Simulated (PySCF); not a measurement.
SMILES O[Si](O)(O)SB(C)C (C2H9BO3SSi), singlet at its GFN2-xTB optimised geometry (Å):

```
17

Si     0.2363     1.8462    -0.0534
O      1.1704     1.8960    -1.3795
O      1.2149     1.7070     1.2275
O     -0.6558     3.2023    -0.0688
S     -1.1570     0.2084     0.0000
B     -0.2164    -1.3086     0.0000
C      1.3632    -1.3086     0.0000
C     -1.0194    -2.6705     0.0118
H      0.7823     2.1677    -2.2069
H      2.0968     2.0696     1.1897
H     -1.3896     3.2993     0.5314
H      1.7340    -0.9381     0.9558
H      1.7882    -2.2987    -0.1508
H      1.7783    -0.6466    -0.7585
H     -0.8116    -3.2454    -0.8906
H     -2.0968    -2.5394     0.0768
H     -0.7084    -3.2993     0.8454
```

Computed with PySCF with CAM-B3LYP/def2-SVP. Cells within 0.4 Å of a nucleus heavier than hydrogen are left out (blank, or x).

Map of the deformation density (molecule minus spherical neutral atoms) (e/bohr³) on the plane z = 0.0 Å:

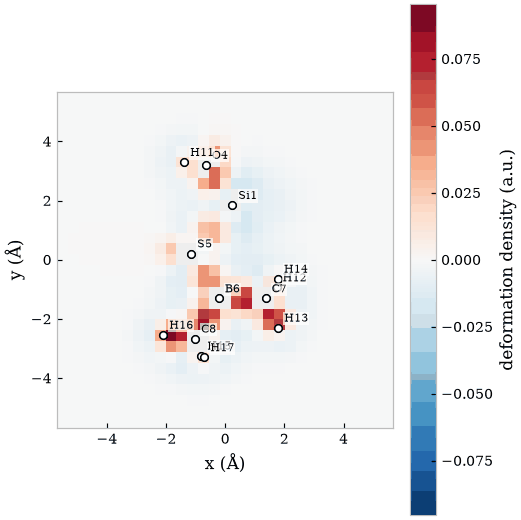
*Deformation density (molecule minus spherical neutral atoms) (e/bohr³) on the plane z = 0.0 Å.*
